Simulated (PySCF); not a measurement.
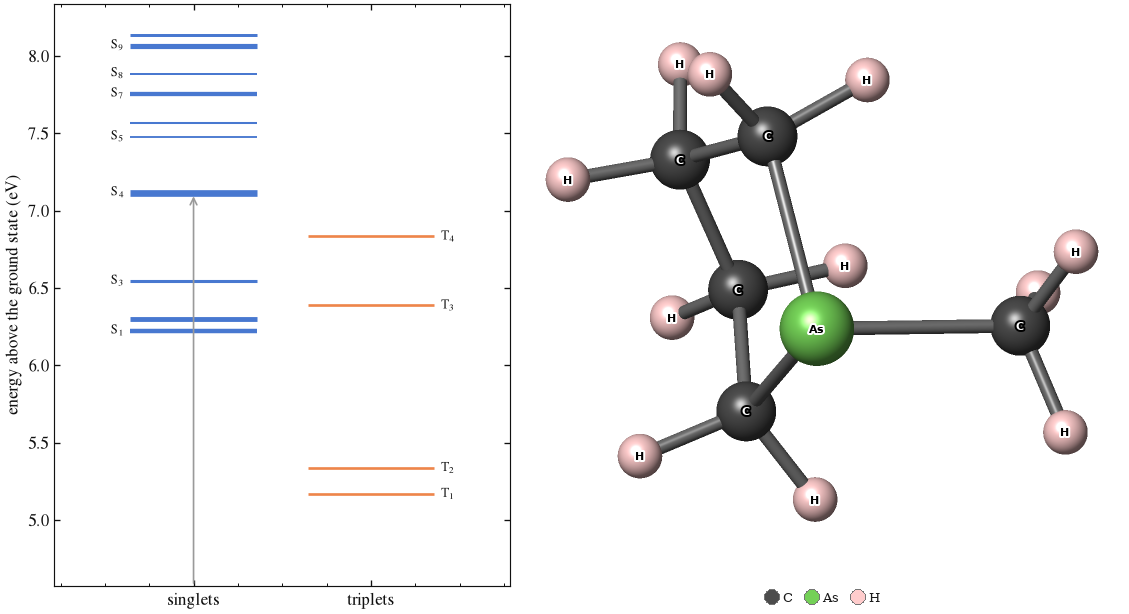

State diagram of C₅H₁₁As, SMILES C[As]1CCCC1. Vertical TDDFT excitations, CAM-B3LYP/def2-SVPD with PySCF, at a PBE0-D3(BJ)/def2-SVP geometry (no frequency check), gas phase. Triplets in the Tamm-Dancoff approximation; only the lowest 10 singlets and 4 triplets were computed. Thicker singlet lines are brighter; the arrow marks the brightest. S0, at zero, lies below the range drawn.

### What are the energy, strength and character of the state that the arrow marks?

S4 at 7.11 eV (174 nm), f = 0.150, mainly HOMO → LUMO+3 (63 %).

### What is the vertical gap between S1 and T1?

1.05 eV: S1 at 6.22 eV, T1 at 5.17 eV.

### How many of the triplet levels drawn lie below S1?

2 of 4 (T1 5.17 eV, T2 5.34 eV, T3 6.39 eV, T4 6.83 eV; S1 6.22 eV).

Known limits of this run: states above the negative HOMO energy depend on the basis; one conformer of a flexible molecule; core orbitals are frozen in the response.
